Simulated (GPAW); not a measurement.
Consider zinc-blende (GaP)1-x(InP)x, x = 0.25.

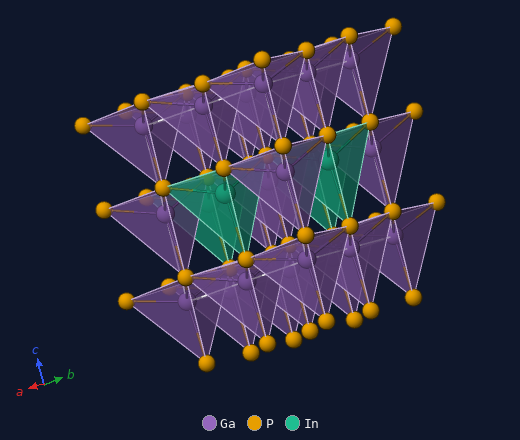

The structure (gallium purple, phosphorus orange, indium teal). Some periodic images of atoms are drawn too.

```cif
data_structure
_symmetry_space_group_name_H-M 'P 1'
_symmetry_Int_Tables_number 1
_cell_length_a 7.8567
_cell_length_b 7.8567
_cell_length_c 7.8567
_cell_angle_alpha 60.000
_cell_angle_beta 60.000
_cell_angle_gamma 60.000
_cell_volume 342.93
loop_
_atom_site_label
_atom_site_type_symbol
_atom_site_fract_x
_atom_site_fract_y
_atom_site_fract_z
_atom_site_occupancy
Ga1 Ga 0.99903 0.00049 0.00319 1
P2 P 0.12464 0.12602 0.12666 1
Ga3 Ga 0.99890 0.00041 0.50184 1
P4 P 0.11364 0.11522 0.63761 1
Ga5 Ga 0.00100 0.50105 0.99921 1
P6 P 0.13128 0.63047 0.11000 1
In7 In 0.00125 0.50055 0.49837 1
P8 P 0.12962 0.63037 0.62909 1
Ga9 Ga 0.49972 0.00040 0.99960 1
P10 P 0.62904 0.12970 0.11151 1
In11 In 0.49900 0.00022 0.50023 1
P12 P 0.62880 0.13006 0.62933 1
Ga13 Ga 0.50145 0.49997 0.00061 1
P14 P 0.62591 0.62541 0.12544 1
Ga15 Ga 0.49964 0.50004 0.50053 1
P16 P 0.61587 0.61489 0.63504 1
```

Absorber: atom 6, with 3 Ga at 2.38 Å and 1 In at 2.49 Å (distorted tetrahedral). Method: GPAW, PBE, excited-electron core hole (neutral cell), 16-atom cell with 7.9 Å between holes, 4×4×4 k points, dipole transitions, Gaussian full width 0.9 eV up to 4 eV, rising linearly to 3.5 eV at 25 eV.

Where do the maxima of the P K edge fall?

Main maxima up to 24 eV above the zero (height): 1.5 eV (1.64), 3.8 eV (2.19), 6.7 eV (1.49) and 13.5 eV (0.99). A K edge sees empty p states on the absorber. The total-energy difference is 2155.80 eV. One term is added: -15.96 eV, since the hole is spin-paired here and a spin-polarised one costs that much less in the free atom (computed apart). The photon energy is then 2139.84 eV. The functional leaves an error of a few eV in such absolute values.

The P K spectrum (energy from the bottom of the conduction band, which holds the excited electron; intensity scaled to a mean of 1 over the first 20 eV):

| E (eV) | intensity |
| --- | --- |
| -2.0 | 0.00 |
| -0.5 | 0.00 |
| 1.0 | 1.12 |
| 2.5 | 1.31 |
| 4.0 | 2.04 |
| 5.5 | 0.92 |
| 7.0 | 1.40 |
| 8.5 | 1.00 |
| 10.0 | 0.73 |
| 11.5 | 0.79 |
| 13.0 | 0.97 |
| 14.5 | 0.91 |
| 16.0 | 0.82 |
| 17.5 | 0.76 |
| 19.0 | 0.71 |
| 20.5 | 0.74 |
| 22.0 | 0.74 |
| 23.5 | 0.82 |
| 25.0 | 0.91 |
| 26.5 | 0.90 |

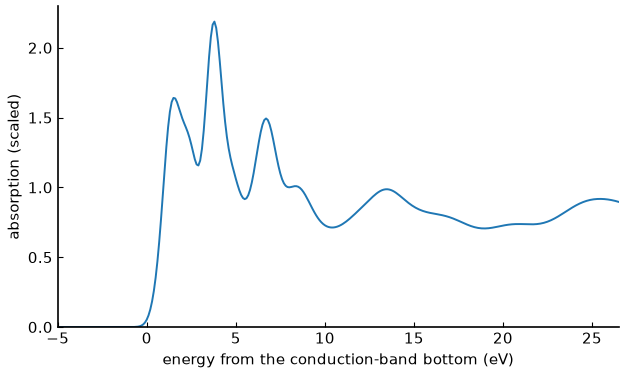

The P K edge.

The mesh is coarse (0.24 Å⁻¹ between points), so small maxima may be mesh ripples.

[Banner, clock and machine lines of the logs are left out without a mark of their own.]

[Logs are printed without paths, hosts, clocks, repeated set-up lines and the standing remarks that a program may print on its own settings, such as how far it seeks lower states.]

[Hosts, paths, dates, database ids (printed as entryN), source tags and the programs' standing remarks are cut or masked in the printed files.]

[Lists of maxima count a maximum above −3 eV only where it reaches 4 % of the highest in the window and stands out from its surroundings by 2 % of it (1.5 % where it reaches 55 %); shoulders and weaker maxima are passed over, and of the rest the first, up to two pre-edge ones and the few strongest are named.]
